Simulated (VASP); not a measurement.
Band structure of CsSnI₃ (cubic perovskite). These are revTPSS meta-GGA, VASP's PBE PAW potentials (set 64) (plane waves; VASP) values and carry that method's errors.

Unless said otherwise, spin-orbit coupling is left out, though it shifts the bands of the heavy elements here.

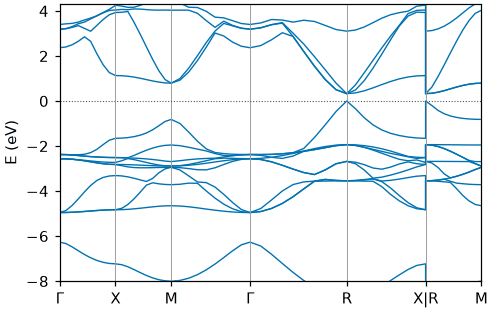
Bands along high-symmetry lines, zero at the valence-band maximum or, without a gap, the Fermi level

Task: Read the plot: is there a gap, and where are the band edges?

Result: The gap is direct, 0.33 eV, from the valence maximum at R to the conduction minimum at R.

The compound is CsSnI3 in the cubic perovskite structure, the ideal cubic form; the compound distorts at low or room temperature. It was relaxed first.
